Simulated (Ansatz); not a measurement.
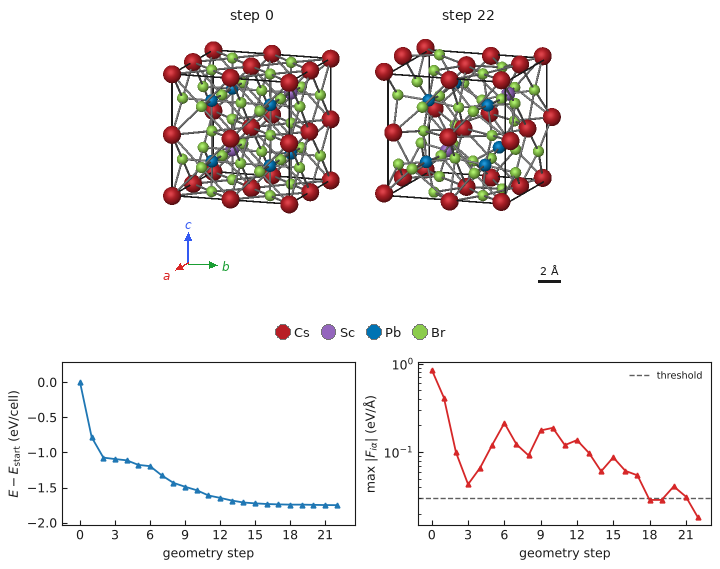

First and last geometry of a relaxation of a defect cell of composition Cs8Sc2Pb6Br24, with the history of the run. Style: ball-and-stick. Shown: the cell of the calculation, slightly off an axis.

These are results of Ansatz, DFT, PBEsol, PAW, plane waves, not measurements. Settings: plane-wave cutoff 420 eV; k-point mesh 1 × 1 × 1; mesh shifted by (0.25, 0.25, 0.25); collinear spin; atoms relaxed in a fixed cell; force threshold 0.03 eV/Å; at most 80 steps.

Question: What do the curves and the structures tell?

Answer: It converged. The largest move is that of a Br atom, 1.18 Å along [−1 −2 −3]. By element the largest moves are Br 1.18 Å, Cs 1.05 Å, Pb 0.98 Å, Sc 0.17 Å. The lattice vectors keep their values. Among the contacts that change: Br–Cs 4.101 → 5.614 Å, Br–Cs 4.206 → 5.448 Å, Br–Pb 2.970 → 4.119 Å, Br–Cs 4.132 → 5.219 Å. Bonds break: Br–Cs (4.10 → 5.61 Å), Br–Pb (2.94 → 4.00 Å), Br–Pb (2.96 → 3.99 Å), Br–Pb (2.97 → 4.12 Å). Bond angles that change, for instance: Br–Pb–Br 90.5° → 150.0°, Br–Pb–Br 90.5° → 149.1°, Sc–Br–Pb 179.4° → 129.9°. The energy falls by 1.750 eV per cell of the calculation in 22 geometry steps. Largest force component: 0.85 eV/Å at the start, 0.018 eV/Å at the end. Cost: 61 s on 1 × NVIDIA GB300 Max-Q with 8 threads of Arm Neoverse-V2, peak memory 2.4 GiB.

```json
{"step": "0", "E − E(0), meV/atom": "0.00", "largest force component, eV/Å": "0.8521"}
{"step": "1", "E − E(0), meV/atom": "-19.60", "largest force component, eV/Å": "0.4128"}
{"step": "2", "E − E(0), meV/atom": "-26.84", "largest force component, eV/Å": "0.0988"}
{"step": "3", "E − E(0), meV/atom": "-27.36", "largest force component, eV/Å": "0.0430"}
{"step": "4", "E − E(0), meV/atom": "-27.80", "largest force component, eV/Å": "0.0663"}
{"step": "5", "E − E(0), meV/atom": "-29.43", "largest force component, eV/Å": "0.1206"}
{"step": "6", "E − E(0), meV/atom": "-29.88", "largest force component, eV/Å": "0.2126"}
{"step": "7", "E − E(0), meV/atom": "-33.16", "largest force component, eV/Å": "0.1220"}
{"step": "8", "E − E(0), meV/atom": "-35.82", "largest force component, eV/Å": "0.0913"}
{"step": "9", "E − E(0), meV/atom": "-37.21", "largest force component, eV/Å": "0.1752"}
{"step": "10", "E − E(0), meV/atom": "-38.44", "largest force component, eV/Å": "0.1876"}
{"step": "11", "E − E(0), meV/atom": "-40.31", "largest force component, eV/Å": "0.1195"}
{"step": "12", "E − E(0), meV/atom": "-41.16", "largest force component, eV/Å": "0.1362"}
{"step": "13", "E − E(0), meV/atom": "-42.11", "largest force component, eV/Å": "0.0972"}
{"step": "14", "E − E(0), meV/atom": "-42.81", "largest force component, eV/Å": "0.0603"}
{"step": "15", "E − E(0), meV/atom": "-43.11", "largest force component, eV/Å": "0.0868"}
{"step": "16", "E − E(0), meV/atom": "-43.34", "largest force component, eV/Å": "0.0611"}
{"step": "17", "E − E(0), meV/atom": "-43.48", "largest force component, eV/Å": "0.0543"}
{"step": "18", "E − E(0), meV/atom": "-43.57", "largest force component, eV/Å": "0.0286"}
{"step": "19", "E − E(0), meV/atom": "-43.57", "largest force component, eV/Å": "0.0286"}
{"step": "20", "E − E(0), meV/atom": "-43.65", "largest force component, eV/Å": "0.0407"}
{"step": "21", "E − E(0), meV/atom": "-43.72", "largest force component, eV/Å": "0.0312"}
{"step": "22", "E − E(0), meV/atom": "-43.75", "largest force component, eV/Å": "0.0181"}
```
